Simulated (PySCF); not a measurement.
Sn(OMe)2(SH)2, C2H8O2S2Sn, SMILES [SH][Sn]([O]C)([O]C)[SH] at its GFN2-xTB optimised geometry (Å):

```
15

C      1.7350    -1.3886     0.0601
O      0.9269    -0.2528     0.0000
Sn    -1.1307    -0.2528     0.0000
S     -1.4982     2.1409     0.0000
S     -2.1049    -1.6856     1.6918
O     -1.8636    -1.2040    -1.6706
C     -1.6806    -0.7817    -2.9877
H      1.5773    -1.9595     0.9785
H      2.7649    -1.0227     0.0525
H      1.5924    -2.0449    -0.8018
H     -0.2024     2.4104     0.0993
H     -2.7649    -2.4104     0.7972
H     -2.2147    -1.5047    -3.6096
H     -0.6277    -0.7814    -3.2803
H     -2.1054     0.2092    -3.1669
```

Method: B3LYP/def2-TZVP, def2 effective core potentials past Kr run with PySCF. The core electrons that the potentials of Sn replace are not part of the density.

Map of the log10 of the electron density (e/bohr³), floored at −4 on the plane z = 1.2 Å:

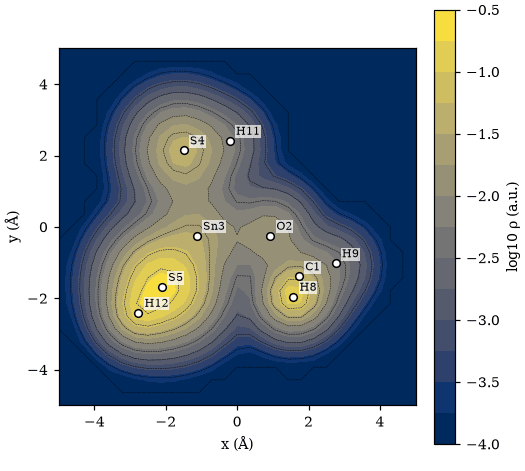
Fig. 1. Log10 of the electron density (e/bohr³), floored at −4 on the plane z = 1.2 Å.
